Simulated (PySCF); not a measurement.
Input file:

```
{"job": {"kind": "uv", "xc": "CAM-B3LYP", "basis": "def2-SVPD", "nstates": 8, "ntriplets": 3}, "charge": 0, "multiplicity": 1}
C     -2.037365     0.731154    -0.648970
C     -1.987812    -0.118360     0.561706
S     -3.288764    -0.417706     1.487593
C     -0.677020    -0.734780     0.900795
S      0.679150     0.505536     1.038410
C      2.048059    -0.655131     1.245587
Al     1.326515     0.781086    -1.336710
H     -3.060976     0.878081    -0.983009
H     -1.604053     1.710081    -0.420057
H     -1.430287     0.299482    -1.451695
H     -0.727996    -1.262657     1.853310
H     -0.378570    -1.420978     0.099712
H      1.812616    -1.345168     2.050432
H      2.925802    -0.069898     1.503381
H      2.222982    -1.188378     0.307359
H      0.506710     2.063919    -1.675886
H      0.800219    -0.661897    -1.728761
H      2.862030     0.911931    -1.061508
```

Command:

```sh
OMP_NUM_THREADS=1 python probes_run.py task.json out
```

Geometry: GFN2-xTB.

The calculation used CAM-B3LYP/def2-SVPD, SCF density, gas phase (PySCF 2.14.0).

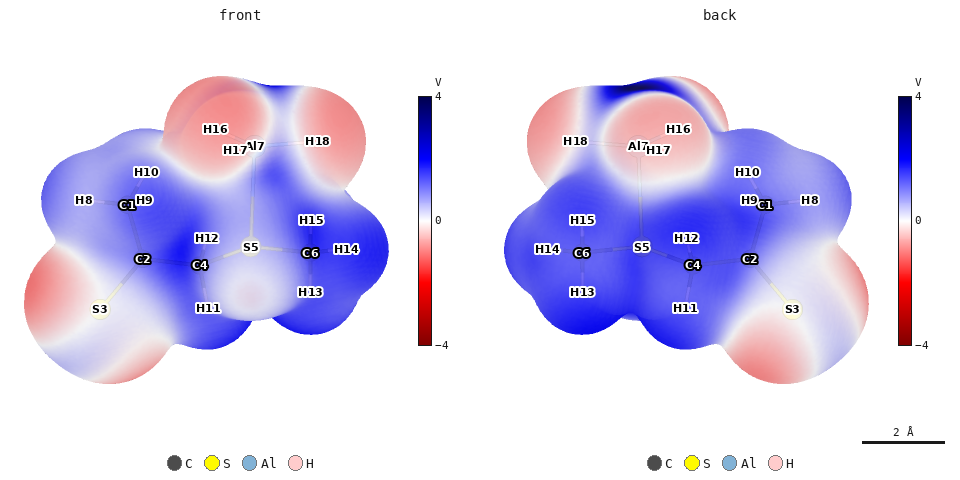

C$_{4}$H$_{11}$AlS$_{2}$. The electrostatic potential painted on the density surface at 0.004 e/bohr³, seen from the front and from behind; the colour scale runs from red (negative) to blue (positive).

Question: Which sites attract a positive test charge, and which a negative one?

Answer: A positive charge is drawn to the negative regions and a negative charge to the positive ones. The most negative region (about −1.0 V) lies over S3, the most positive (about +3.3 V) over Al7.

Question: How polar is the molecule by this calculation?

Answer: Its dipole moment is 2.46 D.
